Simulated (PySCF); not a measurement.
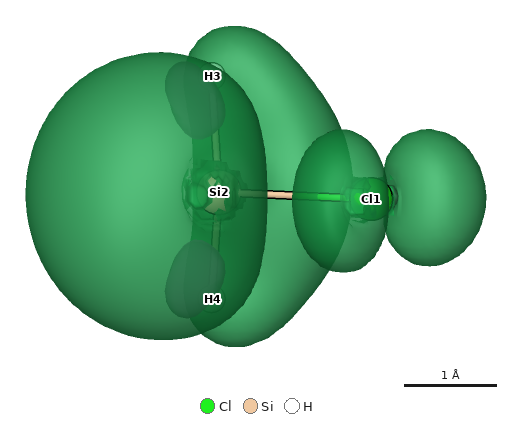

*ClH2Si, doublet, SMILES `Cl[SiH2]`. Spin density ρα − ρβ at ±0.01 e/Å³ (green: excess α, purple: excess β).*

Level of theory: r2SCAN/6-311G** (PySCF), at a geometry from GFN2-xTB. No frequency check shows the geometry to be a minimum. The stability of the open-shell solution wasn't checked. GFN2-xTB bond lengths at metals and heavier atoms can be off by up to 0.1 Å and shapes distorted, which carries into these values. GFN2-xTB doesn't know the spin state, so this open-shell geometry is rough.

Input

```python
import numpy as np
from pyscf import gto, scf, dft
from pyscf.scf import atom_ks, atom_hf
from scipy.linalg import block_diag

def solve(mol, dm0=None, hcore=None):
    mf = (dft.UKS if mol.spin else dft.RKS)(mol, xc='r2scan')
    mf.grids.level = 3
    mf = mf.density_fit(auxbasis='def2-universal-jkfit')
    mf.conv_tol, mf.max_cycle = 1e-8, 80
    if hcore is not None:
        mf.get_hcore = lambda *args: hcore
    mf.kernel(dm0)
    if not mf.converged:
        mf = mf.newton().run(mf.mo_coeff, mf.mo_occ, max_cycle=30)
    assert mf.converged, 'SCF not converged'
    return mf

mol = gto.M(atom='''
Cl    -1.01137    -0.00001     0.01495
Si     1.00814    -0.00009    -0.08714
H      1.53919     1.22540     0.48258
H      1.54014    -1.22396     0.48323
''', basis='6-311g**', charge=0, spin=1, verbose=4)
mf = solve(mol)
mf.analyze()
# spherically averaged free atoms, for the promolecule
atm = atom_ks.get_atm_nrks(mol, xc='r2scan')
pro = block_diag(*[(atm[a[0]][2] * atm[a[0]][3]) @ atm[a[0]][2].T for a in mol._atom])
np.savez('result.npz', e=mf.e_tot, c=mf.mo_coeff, occ=mf.mo_occ, eps=mf.mo_energy, pro=pro, dip=mf.dip_moment(verbose=0), s2=mf.spin_square()[0])
```

Run with:

```sh
OMP_NUM_THREADS=1 python input.py
```

The run took 16 s on 1 thread of Arm Neoverse N1 (shared host), peak memory 0.3 GiB.

Partitions, critical points and surface values were worked out afterwards from this run's density.

### Give the atomic spin populations that go with this picture.

Hirshfeld spin populations: Si2 +0.79, Cl1 +0.11 and H3 and H4 +0.05. ⟨S²⟩ = 0.75, as for a pure state. The picture also shows regions of β spin from spin polarisation; the Hirshfeld sums, whose atoms overlap, net them against the α spin of neighbours.
